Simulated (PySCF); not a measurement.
| atom | x (Å) | y (Å) | z (Å) |
| --- | --- | --- | --- |
| Ga | 0.8060 | 1.4019 | -0.5701 |
| Cl | 2.9412 | 1.5708 | -0.6272 |
| Cl | -0.2419 | 3.2416 | -0.2542 |
| C | -0.1035 | -0.2990 | -0.7619 |
| Si | -0.6100 | -1.0673 | 0.8842 |
| H | -1.0050 | -0.1339 | -1.3744 |
| H | 0.5724 | -0.9813 | -1.3018 |
| H | 0.5987 | -1.2823 | 1.7367 |
| H | -1.5415 | -0.1485 | 1.6055 |
| H | -1.2918 | -2.3789 | 0.6675 |

Geometry: PBE0-D3(BJ)/def2-SVP.

Level of theory: wB97X-D/def2-SVPD, SCF density, gas phase (PySCF 2.14.0).

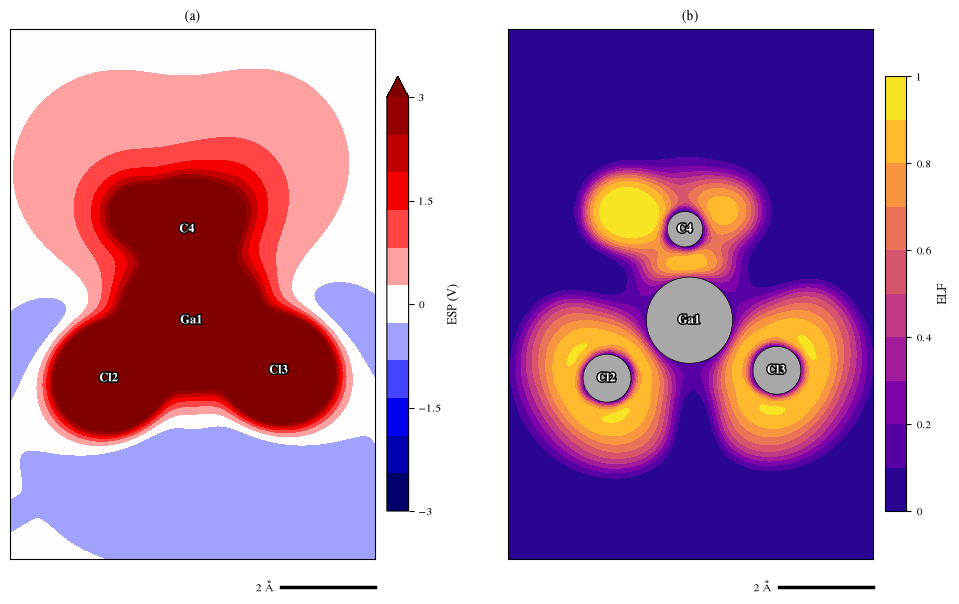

CH₅Cl₂GaSi. (a) molecular electrostatic potential; (b) electron localisation function on the plane of atoms Cl2, Ga1 and Cl3. Grey discs cover the atomic cores in the ELF map.

**What do the fields say about this system?**

- The section cuts through Ga, Cl and C sites.
- C–Ga (1.94 Å): the ELF peaks at about 0.90 in the valence shell of C, 0.7 Å from its nucleus, and is about 0.55 at the midpoint.
- Ga–Cl (2.14 Å): the ELF peaks at about 0.85 in the valence shell of Cl, 0.8 Å from its nucleus, and is about 0.55 at the midpoint.
- The ELF also peaks beside Cl2 and Cl3, away from the bonds: lone-pair regions.
- Outside the dense part of the molecule the potential is most negative (−0.7 V) near Cl2.
